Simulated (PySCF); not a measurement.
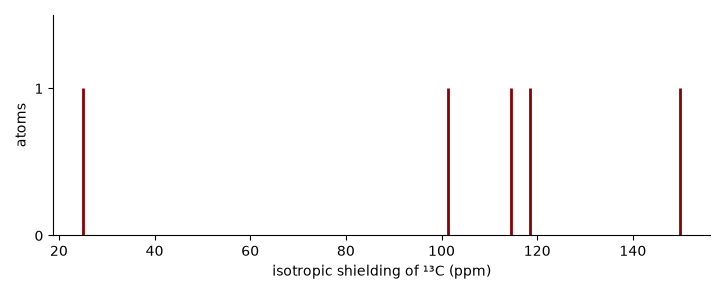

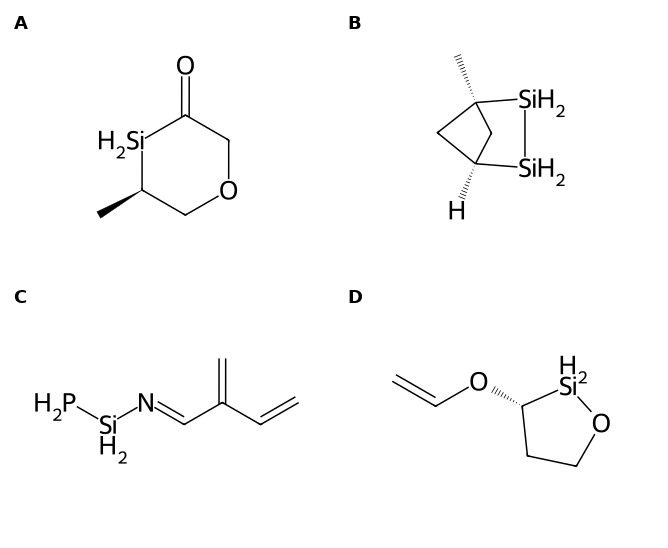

The sticks are computed shieldings of one of the molecules, for one fixed geometry (GFN2-xTB) without averaging over rotations. Low shielding means a high chemical shift. Method: GIAO PBE0/pcSseg-1 NMR shielding, non-relativistic, gas phase (PySCF 2.14.0).

Which molecule gives this pattern?

D, `C=CO[C@H]1CCO[SiH2]1`. Its 5 C atoms give lines at 25.0, 101.3, 114.5, 118.5, 149.9 ppm.

The geometry is semi-empirical. Around P, Si such bond lengths and angles can be off by a tenth of an ångström or more and by several degrees, and values that hang on the shape move with them.
